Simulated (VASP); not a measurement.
Band structure of Cr (bcc, AFM order). Level of theory: PBE GGA with D4 dispersion, VASP's PBE PAW potentials (set 64) (plane waves; VASP).

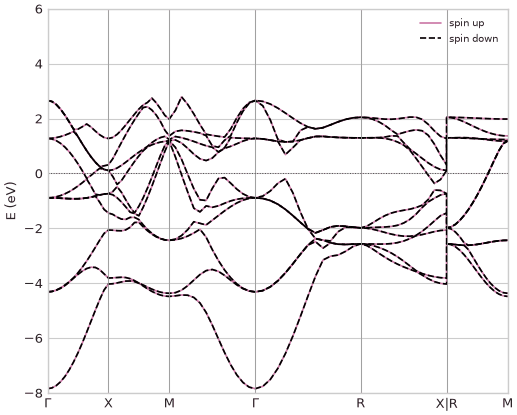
Fig. 1. Bands along high-symmetry lines, zero at the valence-band maximum or, without a gap, the Fermi level

### Question
Read the plot: is there a gap, and where are the band edges?

### Answer
It has no gap at this level: it comes out as a metal or semimetal. (Edges off the drawn lines would not show.)

The compound is Cr in the bcc, AFM order structure. It was relaxed first.
